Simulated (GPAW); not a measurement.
## Convergence study of the plane-wave cutoff for InSb (R3m, 2 atoms in the cell)

```yaml
crystal:
  lattice:
    - [0.00000, 3.23028, 3.23028]
    - [3.23028, 0.00000, 3.23028]
    - [3.23028, 3.23028, 0.00000]
  atoms:
    - { symbol: In, position: [0.00447, 0.00447, 0.00447] }
    - { symbol: Sb, position: [0.25000, 0.25000, 0.25000] }
```

Computed with LDA (Perdew-Wang 92), GPAW PAW datasets LDA (gpaw-data 1.0.1) (plane waves; GPAW 25.7.0).

Base settings: mode = pw; ecut = 550 eV; xc = LDA; kpts = 3 3 3; mesh shift (steps) = 0 0 0; occupations.name = fermi-dirac; occupations.width = 0.01 eV; nbands = -4; convergence.density = 1e-05 e/electron; convergence.bands = -2.

Moved along: nbands, convergence.bands.

The second cell is the first with its lattice scaled by 0.98.

The mesh stays at the base's, so the ladder's end is converged at best in this setting alone.

Only quantities that move along the ladder and can be compared are tabulated.

The count of work is k-points × plane waves × bands × iterations; it is no time. 

The starting cell has typed, rounded lattice constants, without a prior relaxation at this level. Its lattice was rescaled by up to half a per cent. One atom was moved a little off its site on purpose. The run gives no clean gap (levels at the Fermi energy touch, overlap or are partly filled at this smearing), which alone does not show that the compound is a metal. Without a gap this mesh is coarse (it stands for a supercell whose shortest vector is 14 Å).

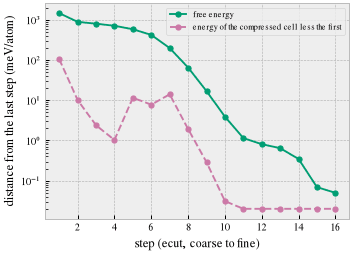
*Distance from the last step along the ladder; very small values are drawn at a floor.*

| ecut | free energy less the last step's (meV/atom) | energy of the compressed cell less the first (meV/atom) | pressure (GPa) | largest difference of a force vector from the last step's (eV/Å) | count of work / last |
|---|---|---|---|---|---|
| 190 eV | 1461.64 | 138.48 | -25.79 | 0.020 | 0.059 |
| 220 eV | 889.18 | 43.02 | -2.63 | 0.008 | 0.072 |
| 250 eV | 798.68 | 35.31 | -0.93 | 0.006 | 0.10 |
| 275 eV | 709.99 | 31.90 | -2.62 | 0.005 | 0.12 |
| 300 eV | 582.56 | 44.46 | -4.05 | 0.005 | 0.12 |
| 330 eV | 421.00 | 40.70 | -4.43 | 0.001 | 0.17 |
| 385 eV | 197.86 | 18.90 | -3.02 | 0.003 | 0.19 |
| 440 eV | 65.02 | 34.85 | -0.89 | 0.001 | 0.21 |
| 495 eV | 16.89 | 33.21 | 0.38 | 0.001 | 0.25 |
| 550 eV | 3.90 | 32.89 | 0.88 | 0.001 | 0.26 |
| 605 eV | 1.15 | 32.92 | 1.04 | 0.000 | 0.29 |
| 660 eV | 0.81 | 32.92 | 1.07 | 0.000 | 0.45 |
| 740 eV | 0.64 | 32.93 | 1.06 | 0.003 | 0.36 |
| 825 eV | 0.35 | 32.93 | 1.06 | 0.000 | 0.47 |
| 960 eV | 0.07 | 32.93 | 1.06 | 0.001 | 0.65 |
| 1100 eV | 0.01 | 32.93 | 1.07 | 0.000 | 1.0 |
| 1320 eV | 0.00 | 32.93 | 1.07 | 0.000 | 1.0 |

Coarsest ecut that holds the pressure within 0.1 GPa of the last step, with all finer ones: 605 eV, at 0.29 of the last step's count of work; the step before is off by 0.19 GPa.

Coarsest ecut that holds the energy of the compressed cell less the first within 0.5 meV/atom of the last step, with all finer ones: 495 eV, at 0.25 of the last step's count of work; the step before is off by 1.9 meV/atom.

Coarsest ecut that holds the free energy within 0.5 meV/atom of the last step, with all finer ones: 825 eV; the step before is off by 0.64 meV/atom.

The energy difference between the two cells stays within 1 meV/atom of the last step's from 495 eV on, the total only from 660 eV on: much of the error is common to both cells and cancels.

At the lowest cutoff the pressure lies 26.9 GPa under the last step's, the usual sign of Pulay stress in an incomplete plane-wave basis.
